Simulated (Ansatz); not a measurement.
# Phonon-limited resistivity of Pd(100) film of 4 layers, part 4 of 4

The plan: relax Pd(100) film of 4 layers, check its phonons, and, if the lattice is stable, compute its Eliashberg function and ρ(T).

Ansatz 0.2.0; DFT PBE, scalar-relativistic, plane waves, PAW.

So far, coupling constant λ: step 6 (electron–phonon run: q 3×3×1, k 9×9×1, scattering 12×12×1) 0.446. Also log mean phonon energy ħω_log (meV): step 6 9.12.

### Step 7. Resistivity: q 3×3×1, k 12×12×1, scattering 16×16×1

The next rung changes the k mesh of the density and its response; the scattering mesh, which samples the Fermi surface.

File input.yaml:

```yaml
crystal:
  lattice:
    - [2.7099735024, 0.0, 0.0]
    - [0.0, 2.7099735024, 0.0]
    - [0.0, 0.0, 35.4699997778]
  atoms:
    - { symbol: Pd, position: [0.0, 0.0, 0.1514958401] }
    - { symbol: Pd, position: [0.5, 0.5, 0.2085052597] }
    - { symbol: Pd, position: [0.0, 0.0, 0.2661211882] }
    - { symbol: Pd, position: [0.5, 0.5, 0.3231306078] }
  periodic: [true, true, false]
kpoints:
  mp_grid: { grid: [12, 12, 1] }
hamiltonian:
  xc: pbe
scf:
  occupations: { method: methfessel_paxton, width: 0.2 }
output:
  eigenvalues: true
phonons:
  method: dfpt
  qmesh: [3, 3, 1]
  temperatures: { t_max: 1000, t_step: 50 }
  qpath:
    path: [[0.0, 0.0, 0.0], [0.0, 0.5, 0.0], [0.5, 0.5, 0.0], [0.0, 0.0, 0.0]]
    npoints: 10
  electrical_resistivity:
    mesh: [16, 16, 1]
    temperatures: [20.0, 50.0, 77.0, 100.0, 150.0, 200.0, 300.0, 400.0, 600.0, 800.0]
```

Launch:

```sh
$ ansatz run input.yaml --threads 4 --pin off --max-ram 16384MiB --backend cpu --events-out ev --progress --plain --runs-dir out
```

Numbers of over 12 decimals in the logs are rounded to 6 here.

The program printed:

```text
[...]
Crystal: 4 atoms, lattice volume = 260.490 Å³
Basis set: ecut = 420 eV, 5187 PW (Γ), exchange–correlation on 40×40×480 points (8 copies of the dense FFT grid, shifted against one another)
Bands: 44, of which v1, the nominal top of the filled ones, is band 36 counted from 1 (35 counted from 0)
Symmetry: 16 space group operations
k-points: 28 of 144 (irreducible under 8 space group operations)
[...]
SCF iter   1: F=—  HF=-27889.991706 eV  |F-HF|=—  |Δ(HF+E_count)|=         —  Δρ=7.20e-3  dr2=6.44e-1  ethr=1.77e-3  ⟨swp⟩=21.4  Hψ=10483  notcnv=0
[...]
SCF iter  14: F=-27889.968050 eV  HF=-27889.968050 eV  |F-HF|=1.38e-10  |Δ(HF+E_count)|=  3.27e-10  S|Δr|=    0.00e0  Δρ=2.11e-8  dr2=1.31e-12  ethr=1.00e-12  ⟨swp⟩=9.0  Hψ=6640  notcnv=0
SCF 1 converged in 14 iterations: F = -27889.968050 eV  dr2 = 1.31e-12
[...]
k-points: 28 of 144
SCF iter   1: F=—  HF=-27889.991706 eV  |F-HF|=—  |Δ(HF+E_count)|=         —  Δρ=7.20e-3  dr2=6.44e-1  ethr=1.77e-3  ⟨swp⟩=21.4  Hψ=10483  notcnv=0
[...]
SCF iter  14: F=-27889.968050 eV  HF=-27889.968050 eV  |F-HF|=8.73e-11  |Δ(HF+E_count)|=  5.24e-10  S|Δr|=    0.00e0  Δρ=2.14e-8  dr2=1.45e-12  ethr=1.00e-12  ⟨swp⟩=2.9  Hψ=2499  notcnv=0
SCF 2 converged in 14 iterations: F = -27889.968050 eV  dr2 = 1.45e-12
[...]
SCF converged after 14 iterations
[...]
Free energy (F): -27889.968050 eV
[...]
Internal energy: -27889.945430 eV  (E = F + TS)
E sigma→0 (E₀):  -27889.962395 eV
Entropy (-TS):   -0.022620 eV (-5.655 meV/atom)
Fermi energy:    -5.125350 eV
[...]
--- Band table (eV; the first three rows and the last of 28) ---
  k-point 0: bands = [... 32 lower, -5.5821, -5.5821, -5.5492, -5.1680, -5.0629, -4.9905, -4.9905, -4.1677, ... 4 higher]
  k-point 1: bands = [... 32 lower, -5.8541, -5.8339, -5.3937, -5.2951, -5.2585, -5.1459, -4.9556, -3.7547, ... 4 higher]
  k-point 2: bands = [... 32 lower, -6.0788, -6.0220, -5.4870, -5.4849, -5.1947, -5.0015, -4.9721, -2.9535, ... 4 higher]
  k-point 27: bands = [... 32 lower, -4.5979, -4.5979, -4.2900, -4.2900, -0.3493, -0.3493, 1.8524, 1.8524, ... 4 higher]
  ° read free of the cell's end (the report's vacuum.weakly_bound_levels)
[...]
ASR residual: 4.605e-5 → 0.000e0 eV/Å²; symmetrization residual: 1.020e-6 eV/Å²
[...]
ASR residual per site (eV/Å²): 4.60e-5 1.35e-5 1.36e-5 4.59e-5
[...]
--- Phonons (arbitrary-q DFPT): 3 irreducible q on the 3×3×1 mesh ---
[...]
interpolated dispersion: 31 rows × 12 modes
[...]
--- Electrical resistivity: potentials and phonons of a 3×3×1 supercell ---
[...]
at the Fermi level of each mesh (of a tensor half of its trace):
[...]
16×16×1                     4.6434              2.9157    0.4527    0.5295           9.360
          8×8×1                     3.7489              3.2713    0.3865    0.4802           8.607
          4×4×1                     4.0132              1.8637    0.2894    0.4309           9.942
  resistivity on the deck's mesh, µΩ·cm:
[...]
20.00     3.1448e-1              no     3.1448e-1     3.1448e-1      0.0000e0       5.7378e-1         3.7005e-1
     50.00      5.2504e0              no      5.2504e0      5.2504e0      0.0000e0        6.8106e0          5.3267e0
     77.00      1.2428e1              no      1.2428e1      1.2428e1      0.0000e0        1.4873e1          1.2410e1
    100.00      1.8796e1              no      1.8796e1      1.8796e1      0.0000e0        2.2007e1          1.8710e1
    150.00      3.2364e1              no      3.2364e1      3.2364e1      0.0000e0        3.7383e1          3.2168e1
    200.00      4.5392e1              no      4.5392e1      4.5392e1      0.0000e0        5.2280e1          4.5094e1
    300.00      6.8860e1              no      6.8860e1      6.8860e1      0.0000e0        7.9936e1          6.8374e1
    400.00      8.7756e1              no      8.7756e1      8.7756e1      0.0000e0        1.0425e2          8.7154e1
    600.00      1.1235e2              no      1.1235e2      1.1235e2      0.0000e0        1.4370e2          1.1195e2
    800.00      1.2495e2              no      1.2495e2      1.2495e2      0.0000e0        1.7384e2          1.2529e2
  sheet resistance at 20 K: 0.8866 Ω
[...]
sheet resistance at 50 K: 14.80 Ω
[...]
sheet resistance at 77 K: 35.04 Ω
[...]
sheet resistance at 100 K: 52.99 Ω
[...]
sheet resistance at 150 K: 91.24 Ω
[...]
sheet resistance at 200 K: 128.0 Ω
[...]
sheet resistance at 300 K: 194.1 Ω
[...]
sheet resistance at 400 K: 247.4 Ω
[...]
sheet resistance at 600 K: 316.8 Ω
[...]
sheet resistance at 800 K: 352.3 Ω
[...]
vibrations of 9 cells: unjudged by the run; compare a larger repeat
[...]
```

Wall time 16 min (4 threads of Arm Neoverse V1, shared host); peak memory 3.9 GiB; 62 min of CPU time.

This step gave:

| Quantity | Value |
| --- | --- |
| zero point energy | 0.09527 eV/cell |
| highest frequency, solved or plainly interpolated | 219.6 cm⁻¹ |
| sheet resistance 300K | 194.1 Ω/square, mean in the plane |
| resistivity at 300 K | 68.86 μΩ cm, mean of the axes, of the whole cell with its vacuum |
| coupling constant λ | 0.4527 |
| density of states at the Fermi level | 4.643 states/eV a spin and cell |
| log mean phonon energy ħω_log | 9.36 meV |
| transport coupling constant λ_tr | 0.5295, 0.5295, 0 (xx, yy, zz) |
| Drude plasma energy | 2.916, 2.916, 0 eV (xx, yy, zz), of the whole cell with its vacuum |
| second-moment phonon energy ħω₂ | 12.54 meV, from the broadened α²F curve |

Solved on the 3×3×1 mesh alone; all other wavevectors are interpolated. Phonon branches along the path, in cm⁻¹:

```
point  branch 1  branch 2  branch 3  branch 4  branch 9  branch 10  branch 11  branch 12
    Γ         0         0         0        48       132        132        154        195
    X        56        56        87        87       181        181        220        220
    M        89        89       139       139       192        192        216        216
    Γ         0         0         0        48       132        132        154        195
```

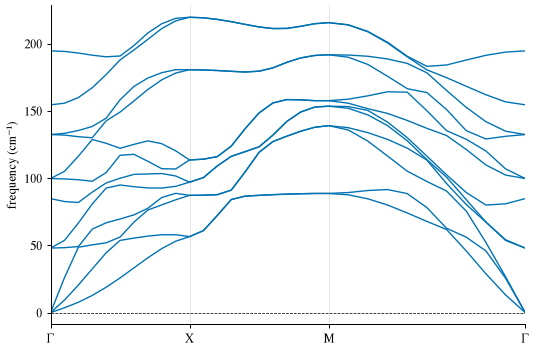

Phonon branches along the path.

The Eliashberg function α²F has structure finer than the step of the table below, so its rows give means over 1 meV, whole bins alone (the curve runs from 0.106 to 27.1 meV). Peaks (meV: height): α²F 11.0: 0.657, 16.1: 0.214, 22.2: 0.174; α²F tr 11.0: 0.655, 16.1: 0.370, 22.2: 0.189, 23.5: 0.172.

Eliashberg function α²F against phonon energy; means over each step:

```
phonon energy (meV)      α²F   α²F tr
                  1  0.00623  0.00164
                  2  0.00834  0.00408
                  3   0.0116  0.00834
                  4   0.0212   0.0160
                  5   0.0282   0.0215
                  6   0.0454   0.0358
                  7    0.107   0.0938
                  8    0.122    0.125
                  9    0.161    0.165
                 10    0.248    0.267
                 11    0.383    0.421
                 12    0.105    0.159
                 13    0.120    0.172
                 14    0.118    0.197
                 15    0.135    0.246
                 16    0.185    0.319
                 17    0.136    0.220
                 18   0.0897    0.139
                 19   0.0835    0.112
                 20   0.0706   0.0964
                 21   0.0532   0.0807
                 22    0.108    0.131
                 23   0.0652    0.112
                 24   0.0501   0.0820
                 25   0.0241   0.0378
                 26   0.0488   0.0692
```

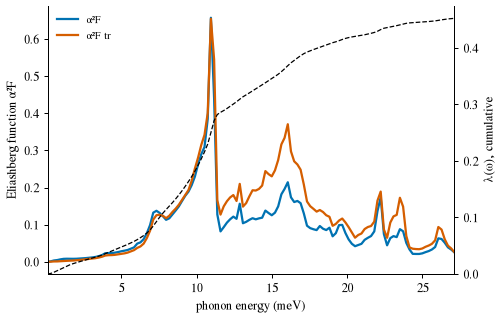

Eliashberg function α²F against phonon energy. The dashed line is the running λ.

Of the whole cell with its vacuum, so only the sheet resistance is a property of the layer; the means are those of the plane. Resistivity, by row:

```
T (K)  ρ_xx (μΩ cm)    ρ_yy  ρ_zz  ρ by Ziman's lowest order, mean  ρ by relaxation times, mean  within 2 % of the coarser mesh
   20        0.3145  0.3145     -                           0.5738                         0.37                              no
   50          5.25    5.25     -                            6.811                        5.327                              no
   77         12.43   12.43     -                            14.87                        12.41                              no
  100          18.8    18.8     -                            22.01                        18.71                              no
  150         32.36   32.36     -                            37.38                        32.17                              no
  200         45.39   45.39     -                            52.28                        45.09                              no
  300         68.86   68.86     -                            79.94                        68.37                              no
  400         87.76   87.76     -                            104.3                        87.15                              no
  600         112.4   112.4     -                            143.7                        111.9                              no
  800           125     125     -                            173.8                        125.3                              no
```

The cell's resistivity over its height. The sheet resistance, along x by temperature:

```
temperature (K)  sheet resistance, along x (Ω/square)
             20                                 0.887
             50                                  14.8
             77                                  35.0
            100                                  53.0
            150                                  91.2
            200                                   128
            300                                   194
            400                                   247
            600                                   317
            800                                   352
```

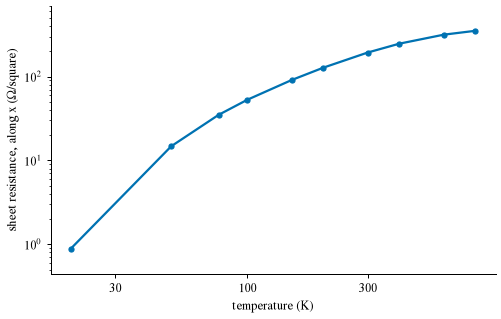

Sheet resistance, along x against temperature.

Some points of the scattering mesh along the symmetry lines, up to three branches each (those of largest λ), at most 39 rows; the frequencies are those of the scattering step, which can differ from the solved and plainly interpolated ones; single rows converge slowly. Mode couplings:

```
    q1      q2  q3  branch  ħω (meV)     λ_q  half width (meV)
     0  0.3125   0       1      4.36   0.146            0.0405
     0  0.3125   0       2      6.92  0.0433            0.0302
     0  0.3125   0       6     12.78  0.0427             0.102
 0.125     0.5   0       1      9.78   0.151             0.211
 0.125     0.5   0       2      9.78   0.151             0.211
 0.125     0.5   0       3     10.97  0.0324            0.0569
 0.375     0.5   0       1     10.94   0.198             0.345
 0.375     0.5   0       2     10.94   0.198             0.345
 0.375     0.5   0       3      16.5  0.0435             0.173
0.3125  0.3125   0       1      9.38   0.207             0.266
0.3125  0.3125   0       3     13.36  0.0761             0.198
0.3125  0.3125   0       7     17.89  0.0426             0.199
```

Largest shares of lambda; single rows converge slowly. Strongest modes:

```
    q1      q2  q3  star  branch  ħω (meV)     λ_q  half width (meV)
     0  0.0625   0     4       1    0.5614   1.098          0.005046
0.3125   0.375   0     8       1     9.882  0.1955            0.2785
     0   0.125   0     4       1     1.255  0.3831          0.008803
0.0625  0.3125   0     8       1     5.768  0.1915           0.09292
 0.375  0.4375   0     8       1     10.59  0.1901            0.3113
 0.125  0.1875   0     8       2     6.872  0.1728             0.119
0.3125  0.4375   0     8       1     10.41  0.1673            0.2645
 0.125  0.4375   0     8       1     9.373  0.1615            0.2069
```

300 K. Table of cumulative share of the conductivity, along x by mean free path:

```
mean free path (nm)  cumulative share of the conductivity, along x
              0.355                                        0.00335
              0.562                                        0.00962
              0.891                                         0.0387
               1.41                                          0.135
               2.24                                           0.25
               3.55                                          0.411
               5.62                                          0.614
               8.91                                          0.877
               14.1                                          0.981
               22.4                                          0.999
```

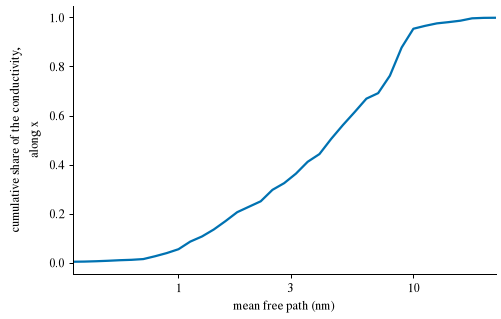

Cumulative share of the conductivity, along x against mean free path.

Resistivity by mesh:

```
   mesh  T (K)  mean rho (μΩ cm)
16x16x1     20            0.3145
16x16x1    300             68.86
16x16x1    800               125
  8x8x1     20            0.2426
  8x8x1    300             50.91
  8x8x1    800             103.9
  4x4x1     20            0.9786
  4x4x1    300             137.6
  4x4x1    800             204.7
```

The modes, Pd has structure finer than the step of the table below, so its rows give means over 10 cm⁻¹, whole bins alone (the curve runs from -10 to 236 cm⁻¹). Peaks (cm⁻¹: height): 89.1: 0.123, 104.6: 0.0893, 129.4: 0.128, 155.7: 0.0706, 177.4: 0.0942, 189.8: 0.0785, 211.5: 0.0784.

Phonopy on the run's constants, 21x21x1 mesh, Gaussian sigma 2.0 cm⁻¹. The modes, Pd by wavenumber; means over each step:

```
wavenumber (cm⁻¹)  modes, Pd (1/cm⁻¹/cell)
                0                  0.00154
               10                  0.00361
               20                  0.00683
               30                   0.0122
               40                   0.0115
               50                   0.0317
               60                   0.0481
               70                   0.0588
               80                   0.0830
               90                   0.0965
              100                   0.0793
              110                   0.0750
              120                   0.0818
              130                    0.105
              140                   0.0630
              150                   0.0571
              160                   0.0584
              170                   0.0567
              180                   0.0791
              190                   0.0675
              200                   0.0363
              210                   0.0644
              220                   0.0221
              230                   2.5e-5
```

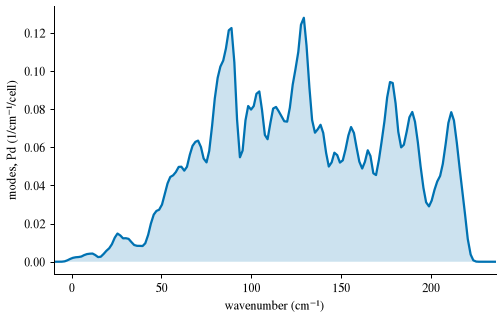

Modes, Pd, plotted against wavenumber.

No LO-TO term; unit eigenvectors of the mass-weighted matrix. Modes at Γ:

```
mode  frequency (cm⁻¹)  symmetry
   1               0.0   unnamed
   2               0.0   unnamed
   3               0.0   unnamed
   4              48.0        Eg
   5              48.0        Eg
   6              84.8       A1g
   7              99.7        Eu
   8              99.7        Eu
   9             132.4        Eg
  10             132.4        Eg
  11             154.5       A2u
  12             194.6       A1g
```

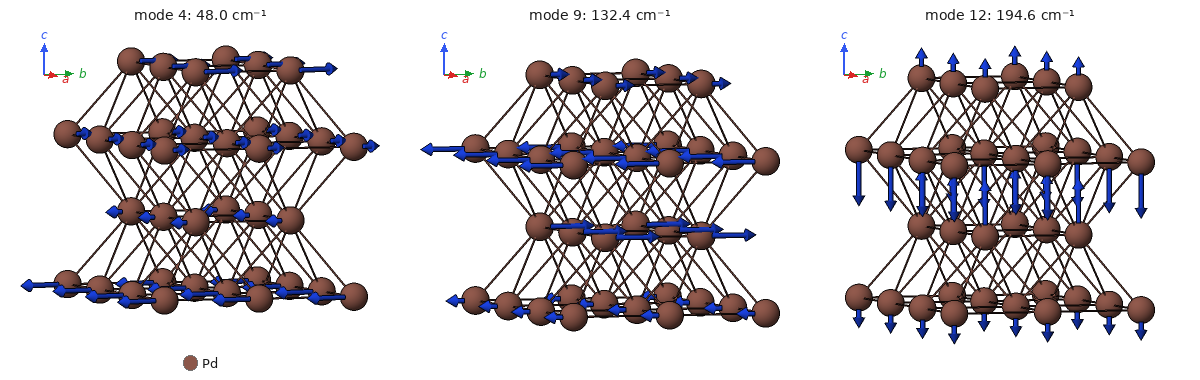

Displacement patterns of modes 4, 9 and 12 at Γ; arrows are exaggerated. 3×2×1 cells are drawn. Some periodic images of atoms are drawn too.

The self-energy step met imaginary modes, so this run fell back to plain Fourier phonons and is not comparable with runs that kept it. By its own test the run is not converged in the mesh. λ = 0.453 and 194 Ω per square at 300 K, against 0.446 and 187 in the run with q 3×3×1, k 9×9×1, scattering 12×12×1 (+1.5 % and +3.9 %). The run's own test puts 26 % between its two finest meshes on the component of the resistivity at 300 K that moves most, more than that change. By the run's own test λ moves by 15 % between its two finest scattering meshes.

### Step 8. Outcome

```json
{
 "run": "PBE, q 3×3×1, k 12×12×1, scattering 16×16×1",
 "coupling constant λ": "0.453",
 "log mean phonon energy ħω_log": "9.36 meV",
 "states at the Fermi level": "4.64 states/eV/spin/cell",
 "sheet resistance at 300 K": "194 Ω per square",
 "change between its two finest scattering meshes": "λ 15 %, resistivity at 300 K 26 %",
 "time of that run": "16 min"
}
```

**Reading.** On the last rung that gave a resistivity at the base settings (q 3×3×1, k 12×12×1, scattering 16×16×1), Pd(100) film of 4 layers has λ = 0.45 and a phonon-limited sheet resistance of 194 Ω per square at 300 K. The coupling constant from the curve is λ = 0.45; modes below 10.7 meV give half. The coupling is moderate (λ = 0.45), so phonons raise the electrons' mass at the Fermi surface by about 45 %, if this value holds on finer meshes. By the run's own test λ moves by 15 % between the two scattering meshes. Values of ρ(T) under 50 K rest on the softest modes, mostly interpolated ones, and are the least sure of the table. The high-temperature form ρ = 2π k_B T λ_tr/(ħ ε₀ ω_p²) gives 75.2 μΩ cm along x at 300 K, against 68.9 from the Boltzmann equation. The three lowest branches give 60 % of λ. By the run's own test, which takes the component that moves most, the resistivity at 300 K moves by 26 % between its two finest scattering meshes, so it is not converged. In the run quoted no mode is imaginary at the wavevectors of the 3×3×1 mesh; another run of the session found or stopped at an imaginary mode. A coarser run stopped at an imaginary mode, so the soft modes hang on the meshes. Only scattering by harmonic phonons counts; impurities, grain boundaries and thermal expansion are left out. The resistivity belongs to the whole cell, vacuum included; the sheet resistance is the quantity that does not depend on the vacuum. The c of the given cell is the typed one; the program laid its own vacuum and ran the layer in a cell 35.5 Å high. The structure was built by hand as an ordered model, and its stability against other phases was not tested.

[Logs are printed without paths, hosts, clocks, repeated set-up lines and the standing remarks that a program may print on its own settings, such as how far it seeks lower states.]

[Hosts, paths, dates, database ids (printed as entryN), source tags and the programs' standing remarks are cut or masked in the printed files.]
